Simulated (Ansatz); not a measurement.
Cost and result by functional for the surface energy of the (11-20) surface of alpha Ga2O3 (a metastable polymorph) in its 1x1 cell (cut with top plane 3 O, bottom plane 3 O), outermost plane spacing 0.23 Å in the ideal cut, in Ansatz (plane waves, PAW). Single points on the PBE structure, on one kind of machine; costs are rough ratios of the slab run's core time (references not counted) to the cheapest single point. r2SCAN's cost holds its higher cutoff (500 against 420 eV). Differences are taken against r2SCAN for comparison alone: no measured value is at hand, so the table doesn't rank accuracy.

Set-up: 50 atoms, Ga20O30, 12.1 Å thick at the start; mesh 5x4x1; 0.025 eV smearing; dipole correction on; all atoms relaxed; held to the start's symmetry, so lower structures may exist; no spin, no spin-orbit, no U. These notes are the PBE run's.

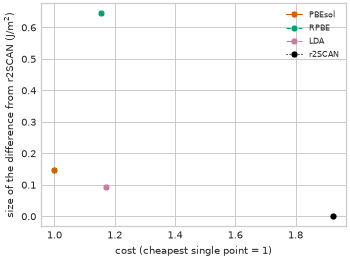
Figure: Difference from r2SCAN against cost

```tsv
functional	relative cost	surface energy (J/m²)	less r2SCAN (J/m²)
PBEsol	1	1.55	-0.15
RPBE	1	1.05	-0.65
LDA	1	1.79	0.09
r2SCAN	2	1.70	0.00
PBE (the relaxed run's value)	–	1.30	-0.40
```

The values span 0.74 J/m², while the single points' costs differ by a factor of roughly 2. Differences are of unrounded values.

Ansatz is a program for electronic structure.
